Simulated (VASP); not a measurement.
Band structure of PdIn (space group Pm-3m). All values below come from PBE GGA, VASP's PBE PAW potentials (set 64) (plane waves; VASP).

Unless said otherwise, spin-orbit coupling is left out, though it shifts the bands of the heavy elements here.

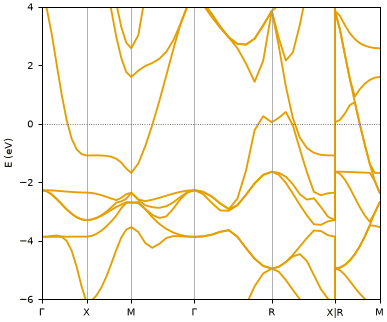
Figure. Bands along high-symmetry lines, zero at the valence-band maximum or, without a gap, the Fermi level

Task: Read the plot: is there a gap, and where are the band edges?

Result: It has no gap at this level: it comes out as a metal or semimetal.

The structure is a typed PdIn crystal (Pm-3m). The cell was not relaxed at this level. The electron count is odd and the run is not spin-polarised, which forces a metal.
